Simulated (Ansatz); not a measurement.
# GeH₃Br + HF: a complex and its separated parts

Aim: how far the complex at one end of a reaction step lies below its separated, relaxed parts, level by level.

Computed with Ansatz 0.2.0, Gaussian basis. Level: PBE0-D4/def2-TZVP structures, single points in def2-TZVPP, no counterpoise correction.

Levels: SPW92, PBE-D4, BLYP-D4, r2SCAN-D4, B97M-V, PBE0-D4, B3LYP-D4, r2SCAN0-D4, BHLYP-D4, CAM-B3LYP-D4, wB97X-V, wB97M-V, B2PLYP, PBE-QIDH, RPA on PBE, Hartree-Fock, MP2, CCSD, CCSD(T).

Cores are frozen in the correlated methods. Filled d shells of the heavier atoms are correlated. B3LYP uses VWN-RPA correlation. B2PLYP carries no dispersion term here.

94 further runs of the same task are left out: 94 set aside as unsound or not needed. Runs told in other sessions of the task aren't counted.

## (1) Starting geometry

The complex: 7 atoms, charge 0, spin multiplicity 1.

Atoms are counted from 1 here; the program's logs count them from 0.

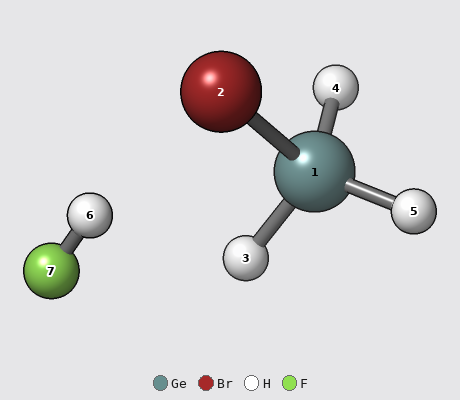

As it starts; germanium teal, bromine red, hydrogen white, fluorine green; atoms are numbered from 1 in the order of the file.

Geometry (Å):

```xyz
7
BrFGeH4
Ge   -0.88774    0.49051   -0.42226
Br    0.48927    0.95916    1.40029
H    -0.36851   -0.81448   -1.02195
H    -2.30340    0.36613    0.14380
H    -0.74773    1.68153   -1.37183
H     1.75116   -0.95647    0.84396
F     2.06695   -1.72638    0.42799
```

Its parts: GeH₃Br holds atoms 1, 2, 3, 4, 5; HF holds atoms 6, 7. Each part counts its atoms afresh in its own runs.

## (2) Relaxing GeH₃Br alone

File relax-a/in.yaml:

```yaml
crystal:
  periodic: [false, false, false]
  atoms:
    - {symbol: Ge, position_ang: [-0.887740, 0.490512, -0.422259]}
    - {symbol: Br, position_ang: [0.489274, 0.959160, 1.400288]}
    - {symbol: H, position_ang: [-0.368514, -0.814482, -1.021948]}
    - {symbol: H, position_ang: [-2.303398, 0.366133, 0.143800]}
    - {symbol: H, position_ang: [-0.747730, 1.681530, -1.371832]}
basis:
  gaussian: {orbitals: def2-TZVP}
hamiltonian: {xc: pbe0, dispersion: d4}
relax: {f_tol: 0.005, max_steps: 200}
```

Command:

```sh
> ansatz run in.yaml --threads 4 --pin off --events-out ev --progress --plain --max-ram 9574MiB
```

The log of the run, cut to the lines that bear on the results:

```text
Functional definition: PBE0
  name "PBE0"
  cite "Adamo & Barone, J. Chem. Phys. 110, 6158 (1999) doi:10.1063/1.478522"
  cite "Perdew, Burke & Ernzerhof, Phys. Rev. Lett. 77, 3865 (1996) doi:10.1103/PhysRevLett.77.3865"
  parent pbe
[...]
946 factors; their error is unknown
[...]
mean field -126599.07095555 eV, -4652.4300456843 hartree, gradient 1.6e-5 eV, S^2 0.000000; 0 other end points of the search recorded, 0 dependent functions left out
[...]
reference -126599.07098162 eV, -4652.4300466421 hartree; 35, 35 occupied and 79, 79 virtual orbitals, 946 factors
[...]
reference -126599.07702301 eV, -4652.4302686591 hartree; 35, 35 occupied and 79, 79 virtual orbitals, 946 factors
Total energy: -126599.14438618 eV, -4652.4327442100 hartree
Atom 0 at    -0.876205     0.498660    -0.402957 Å, force     0.000072    -0.000025     0.000031 eV/Å
Atom 1 at     0.490480     0.958907     1.400588 Å, force     0.000033     0.000014     0.000045 eV/Å
Atom 2 at    -0.378071    -0.808561    -1.026478 Å, force     0.000056    -0.000131    -0.000050 eV/Å
Atom 3 at    -2.303725     0.360404     0.134452 Å, force    -0.000153     0.000011     0.000054 eV/Å
Atom 4 at    -0.750586     1.673443    -1.377556 Å, force    -0.000008     0.000131    -0.000080 eV/Å
Dipole moment:    -0.233618    -0.078670    -0.308290 e Å
```

It took 7 s on 4 threads of Arm Neoverse V2, shared host.

Along the way:

```
step  energy from step 1 (eV)  largest force component (eV/Å)
   1                   0.0000                          0.3593
   2                  -0.0055                          0.0467
   3                  -0.0060                          0.0416
   4                  -0.0061                          0.0073
   5                  -0.0061                          0.0002
```

Distances of close pairs at the start and the end, largest changes first:

```
   bond  before (Å)  after (Å)  change (Å)
Ge1–Br2       2.332      2.309      -0.023
 Ge1–H3       1.527      1.532      +0.004
 Ge1–H5       1.530      1.532      +0.002
 Ge1–H4       1.530      1.532      +0.002
```

## (3) Relaxing HF alone

File relax-b/in.yaml:

```yaml
crystal:
  periodic: [false, false, false]
  atoms:
    - {symbol: H, position_ang: [1.751160, -0.956472, 0.843958]}
    - {symbol: F, position_ang: [2.066949, -1.726382, 0.427992]}
basis:
  gaussian: {orbitals: def2-TZVP}
hamiltonian: {xc: pbe0, dispersion: d4}
relax: {f_tol: 0.005, max_steps: 200}
```

Command:

```sh
> ansatz run in.yaml --threads 4 --pin off --events-out ev --progress --plain --max-ram 9574MiB
```

The log of the run, cut to the lines that bear on the results:

```text
[... 5 set-up lines as earlier in the session ...]
[...]
200 factors; their error is unknown
[...]
mean field -2731.79856996 eV, -100.3917457666 hartree, gradient 6.9e-6 eV, S^2 0.000000; 0 other end points of the search recorded, 0 dependent functions left out
[...]
reference -2731.80170832 eV, -100.3918610992 hartree; 5, 5 occupied and 32, 32 virtual orbitals, 200 factors
Total energy: -2731.80322160 eV, -100.3919167111 hartree
Atom 0 at     1.752914    -0.960747     0.841648 Å, force    -0.001169     0.002851     0.001540 eV/Å
Atom 1 at     2.065195    -1.722107     0.430302 Å, force     0.001169    -0.002851    -0.001540 eV/Å
Dipole moment:    -0.136049     0.331694     0.179207 e Å
```

It took 0.35 s on 4 threads of Arm Neoverse V2, shared host.

Relaxation path:

```
step  energy from step 1 (eV)  largest force component (eV/Å)
   1                   0.0000                          0.4974
   2                  -0.0030                          0.1055
   3                  -0.0031                          0.0029
```

The bond:

```
 bond  before (Å)  after (Å)  change (Å)
H1–F2       0.930      0.920      -0.010
```

## (4) SPW92/def2-TZVPP

File parta/in.yaml:

```yaml
crystal:
  periodic: [false, false, false]
  atoms:
    - {symbol: Ge, position_ang: [-0.876205, 0.498660, -0.402957]}
    - {symbol: Br, position_ang: [0.490480, 0.958907, 1.400588]}
    - {symbol: H, position_ang: [-0.378071, -0.808561, -1.026478]}
    - {symbol: H, position_ang: [-2.303725, 0.360404, 0.134452]}
    - {symbol: H, position_ang: [-0.750586, 1.673443, -1.377556]}
basis:
  gaussian: {orbitals: def2-TZVPP}
hamiltonian: {xc: lda}
```

File partb/in.yaml:

```yaml
crystal:
  periodic: [false, false, false]
  atoms:
    - {symbol: H, position_ang: [1.752914, -0.960747, 0.841648]}
    - {symbol: F, position_ang: [2.065195, -1.722107, 0.430302]}
basis:
  gaussian: {orbitals: def2-TZVPP}
hamiltonian: {xc: lda}
```

One command serves all of them, each in its own folder.

Command:

```sh
> ansatz run in.yaml --threads 4 --pin off --events-out ev --progress --plain --max-ram 9574MiB
```

Log of parta, cut to the lines that bear on the results:

```text
Functional definition: SPW92
  name "SPW92"
  cite "Dirac, Proc. Camb. Phil. Soc. 26, 376 (1930) doi:10.1017/S0305004100016108"
  cite "Slater, Phys. Rev. 81, 385 (1951) doi:10.1103/PhysRev.81.385"
  cite "Perdew & Wang, Phys. Rev. B 45, 13244 (1992) doi:10.1103/PhysRevB.45.13244"
[...]
911 factors; their error is unknown
[...]
mean field -126430.65544107 eV, -4646.2408896831 hartree, gradient 4.9e-5 eV, S^2 0.000000; 0 other end points of the search recorded, 0 dependent functions left out
reference -126430.65547350 eV, -4646.2408908748 hartree; 35, 35 occupied and 103, 103 virtual orbitals, 911 factors
Total energy: -126430.65547350 eV, -4646.2408908748 hartree
```

Output in partb, cut to the lines that bear on the results:

```text
[... 5 set-up lines as earlier in the session ...]
[...]
215 factors; their error is unknown
[...]
mean field -2716.76647929 eV, -99.8393266236 hartree, gradient 3.5e-5 eV, S^2 0.000000; 0 other end points of the search recorded, 0 dependent functions left out
reference -2716.76649038 eV, -99.8393270309 hartree; 5, 5 occupied and 40, 40 virtual orbitals, 215 factors
Total energy: -2716.76649038 eV, -99.8393270309 hartree
```

They took 0.45 s (parta), 0.1 s (partb) on 4 threads of Arm Neoverse V2, shared host.

## (5) PBE-D4/def2-TZVPP

The same edit goes into each in.yaml of step 4 (parta, partb):

```diff
-hamiltonian: {xc: lda}
+hamiltonian: {xc: pbe, dispersion: d4}
```

The same command starts each run, in its folder.

Command:

```sh
> ansatz run in.yaml --threads 4 --pin off --events-out ev --progress --plain --max-ram 9574MiB
```

Output in parta, cut to the lines that bear on the results:

```text
Functional definition: PBE
  name "PBE"
[... 2 set-up lines as earlier in the session ...]
[...]
911 factors; their error is unknown
[...]
mean field -126595.04025117 eV, -4652.2819200302 hartree, gradient 2.8e-5 eV, S^2 0.000000; 0 other end points of the search recorded, 0 dependent functions left out
reference -126595.04028585 eV, -4652.2819213049 hartree; 35, 35 occupied and 103, 103 virtual orbitals, 911 factors
Total energy: -126595.12037658 eV, -4652.2848645849 hartree
```

Log of partb, cut to the lines that bear on the results:

```text
[... 4 set-up lines as earlier in the session ...]
[...]
215 factors; their error is unknown
[...]
mean field -2731.84355947 eV, -100.3933991004 hartree, gradient 4.8e-5 eV, S^2 0.000000; 0 other end points of the search recorded, 0 dependent functions left out
reference -2731.84357158 eV, -100.3933995453 hartree; 5, 5 occupied and 40, 40 virtual orbitals, 215 factors
Total energy: -2731.84546544 eV, -100.3934691436 hartree
```

Wall times: 0.75 s (parta), 0.1 s (partb) on 4 threads of Arm Neoverse V2, shared host.

## (6) BLYP-D4/def2-TZVPP

The same edit goes into each in.yaml of step 5 (parta, partb):

```diff
-hamiltonian: {xc: pbe, dispersion: d4}
+hamiltonian: {xc: {name: BLYP}, dispersion: d4}
```

Each run has its own folder and the same command.

Command:

```sh
> ansatz run in.yaml --threads 4 --pin off --events-out ev --progress --plain --max-ram 9574MiB
```

Output in parta, cut to the lines that bear on the results:

```text
Functional definition: BLYP
  name "BLYP"
  cite "Becke, Phys. Rev. A 38, 3098 (1988) doi:10.1103/PhysRevA.38.3098"
  cite "Lee, Yang & Parr, Phys. Rev. B 37, 785 (1988) doi:10.1103/PhysRevB.37.785"
[...]
911 factors; their error is unknown
[...]
mean field -126616.35199173 eV, -4653.0651120502 hartree, gradient 3.6e-5 eV, S^2 0.000000; 0 other end points of the search recorded, 0 dependent functions left out
reference -126616.35230097 eV, -4653.0651234145 hartree; 35, 35 occupied and 103, 103 virtual orbitals, 911 factors
Total energy: -126616.52610043 eV, -4653.0715104270 hartree
```

partb printed, cut to the lines that bear on the results:

```text
[... 4 set-up lines as earlier in the session ...]
[...]
215 factors; their error is unknown
[...]
mean field -2734.23790002 eV, -100.4813894929 hartree, gradient 3.9e-5 eV, S^2 0.000000; 0 other end points of the search recorded, 0 dependent functions left out
reference -2734.23802363 eV, -100.4813940353 hartree; 5, 5 occupied and 40, 40 virtual orbitals, 215 factors
Total energy: -2734.24260557 eV, -100.4815624187 hartree
```

Times: 0.8 s (parta), 0.1 s (partb) on 4 threads of Arm Neoverse V2, shared host.

## (7) r2SCAN-D4/def2-TZVPP

Each input of step 6 (parta, partb) changes in the same lines:

```diff
-hamiltonian: {xc: {name: BLYP}, dispersion: d4}
+hamiltonian: {xc: r2scan, dispersion: d4}
```

One command serves all of them, each in its own folder.

Command:

```sh
> ansatz run in.yaml --threads 4 --pin off --events-out ev --progress --plain --max-ram 9574MiB
```

Log of parta, cut to the lines that bear on the results:

```text
Functional definition: r2SCAN
  name "r2SCAN"
  cite "Furness, Kaplan, Ning, Perdew & Sun, J. Phys. Chem. Lett. 11, 8208 (2020) doi:10.1021/acs.jpclett.0c02405"
  cite "Furness, Kaplan, Ning, Perdew & Sun, J. Phys. Chem. Lett. 11, 9248 (2020) doi:10.1021/acs.jpclett.0c03077"
  parent r2scan
[...]
911 factors; their error is unknown
[...]
mean field -126613.70252229 eV, -4652.9677458441 hartree, gradient 2.3e-5 eV, S^2 0.000000; 0 other end points of the search recorded, 0 dependent functions left out
reference -126613.70253175 eV, -4652.9677461920 hartree; 35, 35 occupied and 103, 103 virtual orbitals, 911 factors
Total energy: -126613.71944075 eV, -4652.9683675862 hartree
```

Log of partb, cut to the lines that bear on the results:

```text
[... 5 set-up lines as earlier in the session ...]
[...]
215 factors; their error is unknown
[...]
mean field -2733.29261608 eV, -100.4466509487 hartree, gradient 6.5e-6 eV, S^2 0.000000; 0 other end points of the search recorded, 0 dependent functions left out
reference -2733.29261926 eV, -100.4466510656 hartree; 5, 5 occupied and 40, 40 virtual orbitals, 215 factors
Total energy: -2733.29307679 eV, -100.4466678795 hartree
```

Times: 1.8 s (parta), 0.35 s (partb) on 4 threads of Arm Neoverse V2, shared host.

## (8) B97M-V/def2-TZVPP

Each input of step 7 (parta, partb) changes in the same lines:

```diff
-hamiltonian: {xc: r2scan, dispersion: d4}
+hamiltonian: {xc: {name: B97M-V}}
```

The same command starts each run, in its folder.

Command:

```sh
> ansatz run in.yaml --threads 4 --pin off --events-out ev --progress --plain --max-ram 9574MiB
```

Output in parta, cut to the lines that bear on the results:

```text
Functional definition: B97M-V
  name "B97M-V"
  cite "Mardirossian & Head-Gordon, J. Chem. Phys. 142, 074111 (2015) doi:10.1063/1.4907719"
  cite "Becke, J. Chem. Phys. 107, 8554 (1997) doi:10.1063/1.475007"
  cite "Vydrov & Van Voorhis, J. Chem. Phys. 133, 244103 (2010) doi:10.1063/1.3521275"
  # Of w^i u^j: cxij and so on, Table III.
[...]
  gx(w, u) = cx00 + cx01*u + cx02*u^2 + (cx10 + cx11*u)*w
[...]
  gos(w, u) = cos00 + cos01*u + cos03*u^3 + cos10*w + cos32*w^3*u^2
[...]
      + integral(e_c_pw_mod_opposite_spin*gos(b97_w_opposite, b97_u_opposite)) + vv10(b, c)
911 factors; their error is unknown
[...]
mean field -126591.32022609 eV, -4652.1452116300 hartree, gradient 3.6e-5 eV, S^2 0.000000; 0 other end points of the search recorded, 0 dependent functions left out
reference -126591.32027338 eV, -4652.1452133678 hartree; 35, 35 occupied and 103, 103 virtual orbitals, 911 factors
Total energy: -126591.32027338 eV, -4652.1452133678 hartree
```

Output in partb, cut to the lines that bear on the results:

```text
[... 5 set-up lines as earlier in the session ...]
  # Of w^i u^j: cxij and so on, Table III.
[...]
  gx(w, u) = cx00 + cx01*u + cx02*u^2 + (cx10 + cx11*u)*w
[...]
  gos(w, u) = cos00 + cos01*u + cos03*u^3 + cos10*w + cos32*w^3*u^2
[...]
      + integral(e_c_pw_mod_opposite_spin*gos(b97_w_opposite, b97_u_opposite)) + vv10(b, c)
215 factors; their error is unknown
[...]
mean field -2733.38838601 eV, -100.4501704287 hartree, gradient 2.3e-5 eV, S^2 0.000000; 0 other end points of the search recorded, 0 dependent functions left out
reference -2733.38840372 eV, -100.4501710797 hartree; 5, 5 occupied and 40, 40 virtual orbitals, 215 factors
Total energy: -2733.38840372 eV, -100.4501710797 hartree
```

They took 3.3 s (parta), 0.25 s (partb) on 4 threads of Arm Neoverse V2, shared host.

## (9) PBE0-D4/def2-TZVPP

Each input of step 8 (parta, partb) changes in the same lines:

```diff
-hamiltonian: {xc: {name: B97M-V}}
+hamiltonian: {xc: pbe0, dispersion: d4}
+output: {orbitals: {seedname: orbitals}}
```

Each run has its own folder and the same command.

Command:

```sh
> ansatz run in.yaml --threads 4 --pin off --events-out ev --progress --plain --max-ram 9574MiB
```

parta printed, cut to the lines that bear on the results:

```text
[... 5 set-up lines as earlier in the session ...]
[...]
991 factors; their error is unknown
[...]
mean field -126599.09655625 eV, -4652.4309864925 hartree, gradient 5.7e-5 eV, S^2 0.000000; 0 other end points of the search recorded, 0 dependent functions left out
reference -126599.09658239 eV, -4652.4309874532 hartree; 35, 35 occupied and 103, 103 virtual orbitals, 991 factors
Total energy: -126599.16394556 eV, -4652.4334630040 hartree
```

Log of partb, cut to the lines that bear on the results:

```text
[... 5 set-up lines as earlier in the session ...]
[...]
215 factors; their error is unknown
[...]
mean field -2731.86112534 eV, -100.3940446341 hartree, gradient 4.0e-5 eV, S^2 0.000000; 0 other end points of the search recorded, 0 dependent functions left out
reference -2731.86113405 eV, -100.3940449543 hartree; 5, 5 occupied and 40, 40 virtual orbitals, 215 factors
Total energy: -2731.86264732 eV, -100.3941005661 hartree
```

Wall times: 1.1 s (parta), 0.1 s (partb) on 4 threads of Arm Neoverse V2, shared host.

## (10) B3LYP-D4/def2-TZVPP

Each input of step 9 (parta, partb) changes in the same lines:

```diff
-hamiltonian: {xc: pbe0, dispersion: d4}
-output: {orbitals: {seedname: orbitals}}
+hamiltonian: {xc: {name: B3LYP}, dispersion: d4}
```

Each run has its own folder and the same command.

Command:

```sh
> ansatz run in.yaml --threads 4 --pin off --events-out ev --progress --plain --max-ram 9574MiB
```

Output in parta, cut to the lines that bear on the results:

```text
Functional definition: B3LYP
  name "B3LYP"
  cite "Stephens, Devlin, Chabalowski & Frisch, J. Phys. Chem. 98, 11623 (1994) doi:10.1021/j100096a001"
[... 2 set-up lines as earlier in the session ...]
  cite "Vosko, Wilk & Nusair, Can. J. Phys. 58, 1200 (1980) doi:10.1139/p80-159"
[...]
979 factors; their error is unknown
[...]
mean field -126616.56177367 eV, -4653.0728213943 hartree, gradient 7.6e-5 eV, S^2 0.000000; 0 other end points of the search recorded, 0 dependent functions left out
reference -126616.56200620 eV, -4653.0728299397 hartree; 35, 35 occupied and 103, 103 virtual orbitals, 979 factors
Total energy: -126616.69412461 eV, -4653.0776852015 hartree
```

partb printed, cut to the lines that bear on the results:

```text
[... 6 set-up lines as earlier in the session ...]
[...]
215 factors; their error is unknown
[...]
mean field -2734.54625334 eV, -100.4927212681 hartree, gradient 1.9e-5 eV, S^2 0.000000; 0 other end points of the search recorded, 0 dependent functions left out
reference -2734.54634417 eV, -100.4927246063 hartree; 5, 5 occupied and 40, 40 virtual orbitals, 215 factors
Total energy: -2734.54933385 eV, -100.4928344749 hartree
```

They took 1.1 s (parta), 0.15 s (partb) on 4 threads of Arm Neoverse V2, shared host.

## (11) r2SCAN0-D4/def2-TZVPP

Each input of step 10 (parta, partb) changes in the same lines:

```diff
-hamiltonian: {xc: {name: B3LYP}, dispersion: d4}
+hamiltonian: {xc: {name: r2SCAN0}, dispersion: d4}
```

The same command starts each run, in its folder.

Command:

```sh
> ansatz run in.yaml --threads 4 --pin off --events-out ev --progress --plain --max-ram 9574MiB
```

parta printed, cut to the lines that bear on the results:

```text
Functional definition: r2SCAN0
  name "r2SCAN0"
  cite "Bursch, Neugebauer, Ehlert & Grimme, J. Chem. Phys. 156, 134105 (2022) doi:10.1063/5.0086040"
[... 3 set-up lines as earlier in the session ...]
[...]
991 factors; their error is unknown
[...]
mean field -126613.19336360 eV, -4652.9490346074 hartree, gradient 5.1e-5 eV, S^2 0.000000; 0 other end points of the search recorded, 0 dependent functions left out
reference -126613.19337115 eV, -4652.9490348847 hartree; 35, 35 occupied and 103, 103 virtual orbitals, 991 factors
Total energy: -126613.21424451 eV, -4652.9498019666 hartree
```

Output in partb, cut to the lines that bear on the results:

```text
[... 6 set-up lines as earlier in the session ...]
[...]
215 factors; their error is unknown
[...]
mean field -2732.94548427 eV, -100.4338940899 hartree, gradient 6.6e-5 eV, S^2 0.000000; 0 other end points of the search recorded, 0 dependent functions left out
reference -2732.94548673 eV, -100.4338941804 hartree; 5, 5 occupied and 40, 40 virtual orbitals, 215 factors
Total energy: -2732.94598870 eV, -100.4339126273 hartree
```

They took 2 s (parta), 0.35 s (partb) on 4 threads of Arm Neoverse V2, shared host.

## (12) BHLYP-D4/def2-TZVPP

Each input of step 11 (parta, partb) changes in the same lines:

```diff
-hamiltonian: {xc: {name: r2SCAN0}, dispersion: d4}
+hamiltonian: {xc: {name: BHLYP}, dispersion: d4}
```

One command serves all of them, each in its own folder.

Command:

```sh
> ansatz run in.yaml --threads 4 --pin off --events-out ev --progress --plain --max-ram 9574MiB
```

Output in parta, cut to the lines that bear on the results:

```text
Functional definition: BHLYP
  name "BHLYP"
  cite "Becke, J. Chem. Phys. 98, 1372 (1993) doi:10.1063/1.464304"
[... 2 set-up lines as earlier in the session ...]
[...]
1092 factors; their error is unknown
[...]
mean field -126613.62189248 eV, -4652.9647827535 hartree, gradient 2.7e-5 eV, S^2 0.000000; 0 other end points of the search recorded, 0 dependent functions left out
reference -126613.62205105 eV, -4652.9647885805 hartree; 35, 35 occupied and 103, 103 virtual orbitals, 1092 factors
Total energy: -126613.73997313 eV, -4652.9691221372 hartree
```

Log of partb, cut to the lines that bear on the results:

```text
[... 5 set-up lines as earlier in the session ...]
[...]
234 factors; their error is unknown
[...]
mean field -2733.43316831 eV, -100.4518161480 hartree, gradient 1.2e-5 eV, S^2 0.000000; 0 other end points of the search recorded, 0 dependent functions left out
reference -2733.43322885 eV, -100.4518183726 hartree; 5, 5 occupied and 40, 40 virtual orbitals, 234 factors
Total energy: -2733.43495680 eV, -100.4518818735 hartree
```

They took 1.1 s (parta), 0.1 s (partb) on 4 threads of Arm Neoverse V2, shared host.

(Part 1 of 2 ends here.)
